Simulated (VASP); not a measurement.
Band structure of MnSe (space group P4/nmm). Level of theory: PBEsol GGA, VASP's PBE PAW potentials (set 64) (plane waves; VASP).

The moments were started parallel, and other spin orders were not tried in this run.

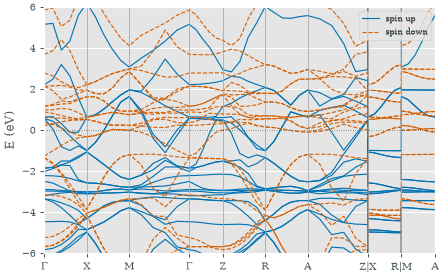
Fig. 1. Bands along high-symmetry lines, zero at the valence-band maximum or, without a gap, the Fermi level

Problem. Read the plot: is there a gap, and where are the band edges?

Solution. It has no gap at this level: it comes out as a metal or semimetal.

The structure was generated: MnSe was put into an ordered model structure, which need not be its known phase. The cell was not relaxed at this level. The k-mesh is coarse (spacing up to 0.49 per Å, 2π included), so the numbers may not be converged in it.
